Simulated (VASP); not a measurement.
Given:

```
CELL_PARAMETERS angstrom
      1.80772    -3.13106     0.00000
      1.80772     3.13106     0.00000
      0.00000     0.00000     5.51813
ATOMIC_POSITIONS crystal
  Tb 0.33333 0.66667 0.25000
  Tb 0.66667 0.33333 0.75000
```

The numbers are results of SCAN meta-GGA, VASP's PBE PAW potentials (set 64) (plane waves; VASP), not measurements. Settings: 520 eV cut-off, 13×13×8 Γ-centred mesh, tetrahedra with Blöchl corrections, potentials Tb_3.

The 4f electrons are frozen in the core of the lanthanide potential, so 4f levels, which can set the real gap, and their magnetism are missing.

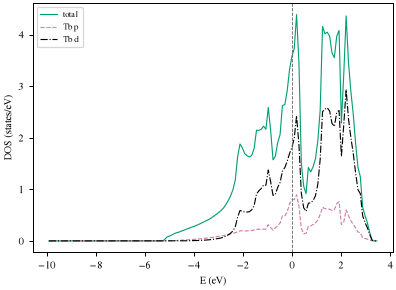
Total and projected density of states, zero at the Fermi level

Within 2 eV below the Fermi level the largest weight inside VASP's projection spheres is Tb d, then Tb p.

It has no gap at this level: it comes out as a metal or semimetal.

The compound is Tb in the hcp structure. It was relaxed first.
